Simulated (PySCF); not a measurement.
**H4N2, SMILES `NN`: what the electrons do**

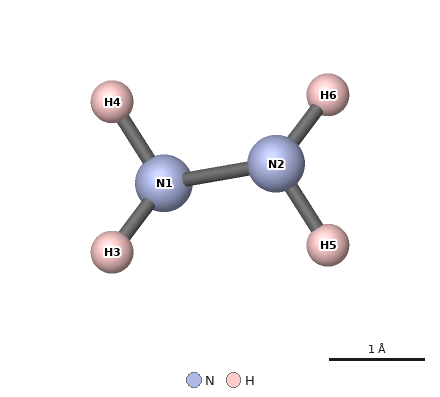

The molecule, with its atoms numbered as below. No frequency check shows the geometry to be a minimum.

Geometry (Å), atoms numbered from 1:

```
N1       0.7184   -0.0000   -0.1464
N2      -0.7184   -0.0000    0.1464
H3       1.0962    0.8149    0.3359
H4       1.0962   -0.8148    0.3359
H5      -1.0962    0.8149   -0.3359
H6      -1.0962   -0.8148   -0.3359
```

## 1. Bonding charge

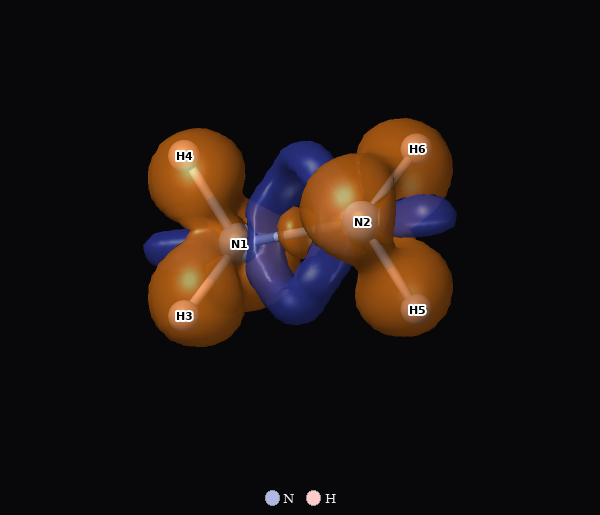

Deformation density (molecule less spherical, spin-averaged free atoms at the same positions), surfaces at ±0.1 e/Å³; orange: gain, blue: loss.

PySCF calculation, PBE0/def2-SVPD, gas phase; geometry: GFN2-xTB.

Question: Describe the bonding that the map shows.

Answer: N1–H4, N2–H6, N1–H3 and N2–H5: +0.85 e/Å³ at the bond critical point (bond length 1.02 Å). N1–N2: +0.26 e/Å³ at the bond critical point (bond length 1.47 Å). In all, 1.3 electrons gather in the regions of gain relative to the promolecule.

Question: Where do the Hirshfeld charges lie?

Answer: The highest Hirshfeld charge is on H3, H4, H5 and H6 (+0.10 e), the lowest on N1 and N2 (−0.20 e).

## 2. Bond critical points

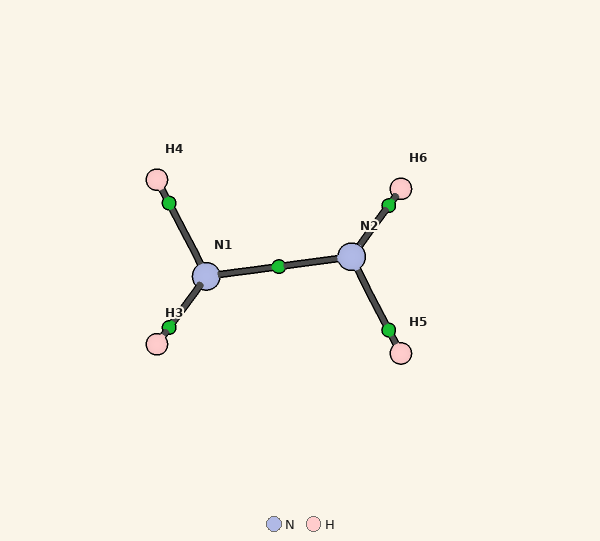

Molecular graph of the electron density (QTAIM): bond paths, bond critical points (green), ring points (magenta, if any); weak paths are dashed.

Question: How many critical points of each kind are there, and does the count close?

Answer: 6 nuclei, 5 bond, 0 ring and 0 cage critical points: 6 − 5 + 0 − 0 = 1, as the Poincaré–Hopf relation requires.

Question: Tabulate density, Laplacian, ellipticity and energy density at the bond critical points (atomic units).

Answer:
```csv
bond,length (Å),ρ (a.u.),∇²ρ (a.u.),ε,H (a.u.)
N1–H4 (4 alike),1.019,0.338,−1.57,0.04,−0.444
N1–N2,1.466,0.287,−0.59,0.11,−0.265
```

Question: What kind of interaction is N1–H4?

Answer: Shared-shell (covalent): ρ = 0.338, ∇²ρ = −1.57, H = −0.444 a.u.

## 3. Electrostatic potential

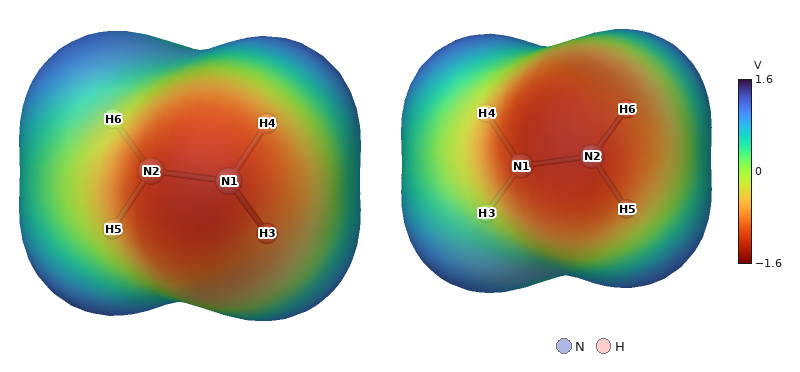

Electrostatic potential on the surface of electron density 0.001 a.u. (back view left, front view right).

Question: Where are the extremes of the potential on the surface?

Answer: Highest: 1.13 V, 1.3 Å from H5, and at like points elsewhere. Lowest: −1.51 V, 2.0 Å from N2, and at like points elsewhere. The surface is sampled at points, so like sites can differ by a few per cent and only the strongest of them is named.

Question: What volume does the surface enclose, and what is the dipole moment?

Answer: About 53 Å³; the dipole moment is 0.0 D.

## 4. Removing or adding an electron

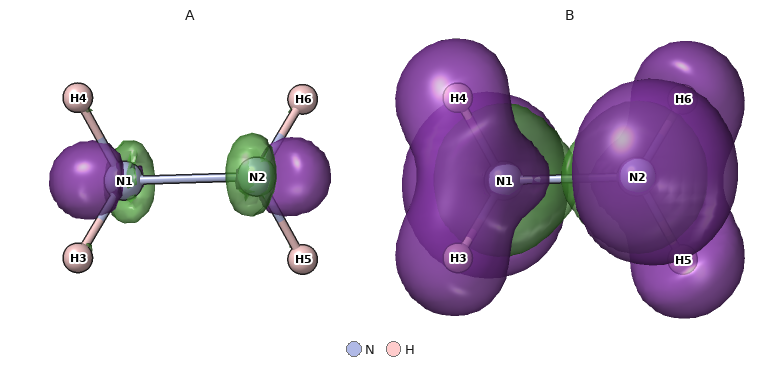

The two Fukui functions at ±0.03 e/Å³ (purple positive, green negative).

Level of theory: B3LYP/def2-TZVP (PySCF), at a geometry from GFN2-xTB.

Question: Which panel is f⁻ (electron removed) and which f⁺ (electron added)?

Answer: A is f⁺, B is f⁻. f⁻ (Hirshfeld-condensed) is largest on N1 and N2 (0.29 each); the vertical ionisation energy is 8.62 eV. f⁺ (Hirshfeld-condensed) is largest on H3, H4, H5 and H6 (0.19 each) and N1 and N2 (0.12 each); the vertical electron affinity is −2.46 eV (the stability of the anion's solution wasn't checked; negative, but this basis has no diffuse functions, so it doesn't show that the anion is unbound).

Question: What chemical potential and hardness follow from the two energies?

Answer: μ = −(I + A)/2 = −3.08 eV and η = I − A = 11.08 eV.

## 5. Localised orbitals

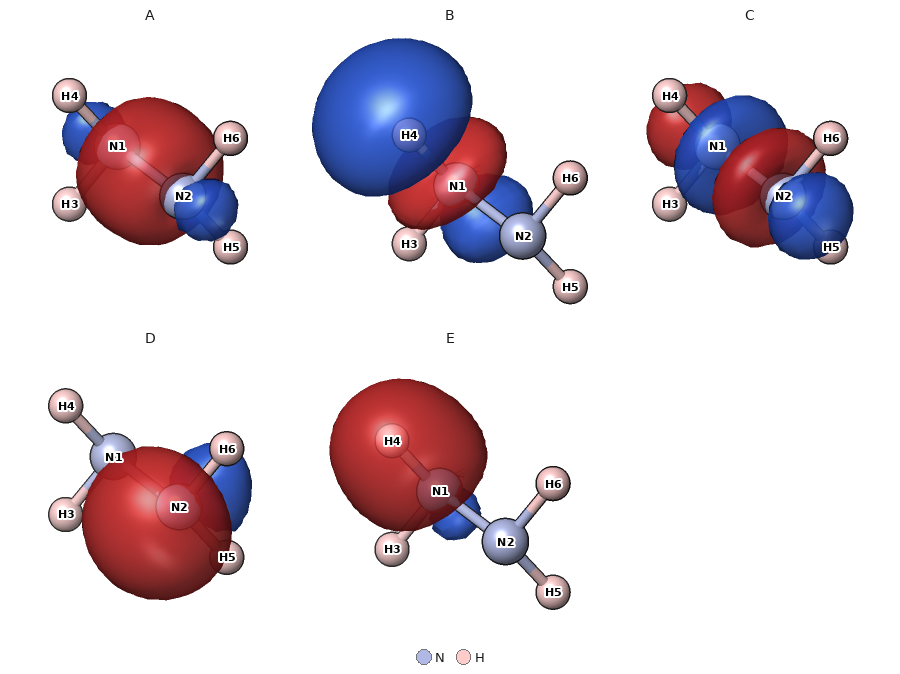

Intrinsic bond orbitals (IBO), occupied and valence-virtual; each surface holds about 85 % of the orbital's density. Energies are diagonal elements of the Fock matrix.

Method: B3LYP/def2-SVP; geometry: GFN2-xTB; program: PySCF.

Question: Identify each orbital.

Answer: By panel:
- A: σ bond N2–N1 (N2 50 %, N1 50 %; −16.3 eV)
- B: σ* orbital H4–N1 (H4 62 %, N1 38 %; 8.1 eV)
- C: σ* orbital N1–N2 (N1 50 %, N2 50 %; 6.6 eV)
- D: lone pair on N2 (sp3-type) (N2 100 %; −8.0 eV)
- E: σ bond N1–H4 (N1 62 %, H4 38 %; −16.1 eV)

Question: How do all the valence pairs divide up?

Answer: 7 pairs: 5 σ bonds and 2 lone pairs.

The PySCF runs shown took 8.4 s, 95 s and 6.5 s on 1 thread of AMD EPYC (Zen 3), with other jobs on the host.
